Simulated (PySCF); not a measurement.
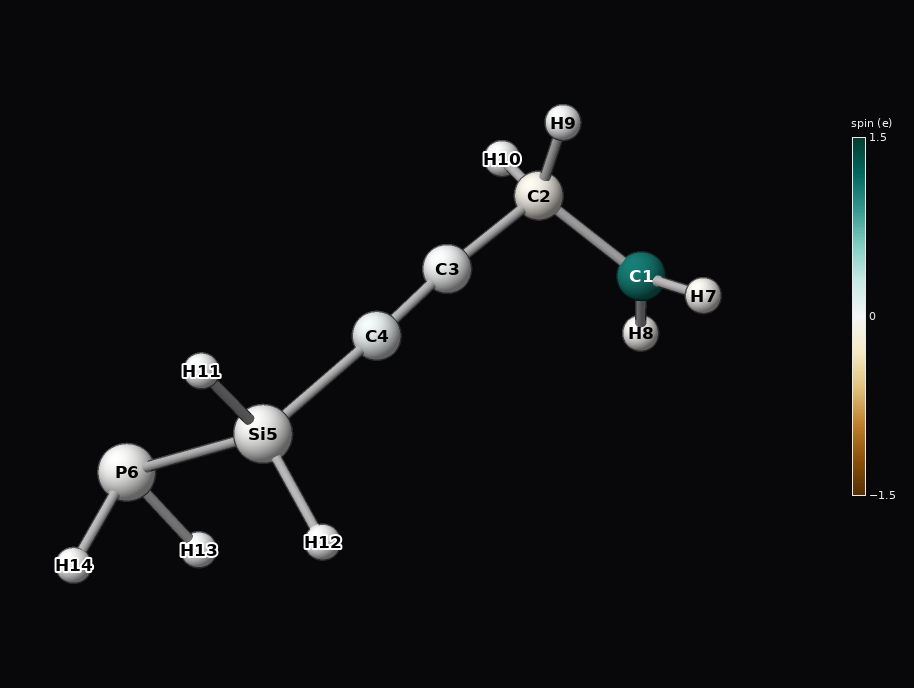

Atoms are coloured by their Mulliken spin populations. Charge 0, doublet. The geometry was computed by an optimisation with GFN2-xTB. No frequency run is at hand to confirm it as a minimum. Level of theory: UKS B3LYP, pcH-1 on C H P Si, non-relativistic (PySCF 2.14.0).

Which atom carries the largest spin population?

C1 (1.07 e).

Which atom has the lowest spin population?

C2 (−0.07 e); a negative value comes from spin polarisation.

List the Mulliken spin populations.

```csv
atom,value (e)
C1,1.07
C2,−0.07
C3,0.01
C4,0.06
Si5,0.00
P6,0.00
H7,−0.04
H8,−0.04
H9,0.01
H10,0.01
H11,0.00
H12,0.00
H13,0.00
H14,0.00
```

Mulliken values depend strongly on the basis set. The geometry is semi-empirical. Around P, Si such bond lengths and angles can be off by a tenth of an ångström or more and by several degrees, and values that hang on the shape move with them.
